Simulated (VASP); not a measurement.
Band structure of SrEuTe2 (space group R-3m). All values below come from PBEsol GGA, VASP's PBE PAW potentials (set 64) (plane waves; VASP).

The 4f electrons are frozen in the core of the lanthanide potential, so 4f levels, which can set the real gap, and their magnetism are missing.  Unless said otherwise, spin-orbit coupling is left out, though it shifts the bands of the heavy elements here.

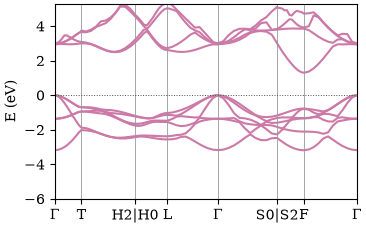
*Bands along high-symmetry lines, zero at the valence-band maximum or, without a gap, the Fermi level*

Question: Read the plot: is there a gap, and where are the band edges?

Answer: The gap is indirect, 1.30 eV, from the valence maximum at Γ to the conduction minimum at F. (Edges off the drawn lines would not show.)

The structure comes from a computed database's SrEuTe2 entry (R-3m); how it stands against other phases isn't given here. It was relaxed first, which changed the volume by -6 %.
